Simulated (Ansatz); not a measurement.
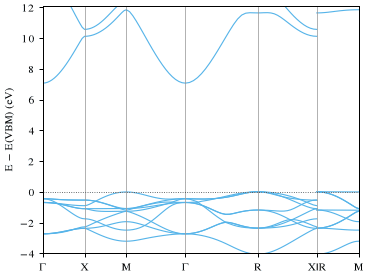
Figure: Band structure from r²SCAN (plane waves, PAW; program Ansatz)

Read off the gap and where the band edges lie.

About 7.1 eV (7.07 eV by a search for the band edges); maximum at R, minimum at Γ.

Which compound is it?
(A) KMgF3, cubic perovskite
(B) CsCl, CsCl type
(C) CsBr, CsCl type
(D) NaMgF3, cubic perovskite

D, NaMgF3, cubic perovskite

Space group Pm-3m (cubic perovskite). The first step of the workflow began from a Materials Project structure, measured or hypothetical; the Crystallography Open Database copy checked does not list it. COD files the formula under space group No. 62. Its standing as an ambient phase is unchecked. Symmetry was held in the r²SCAN relaxation; whether a distortion lowers the energy is not shown.

Potentials: the later of the program's two PAW sets.
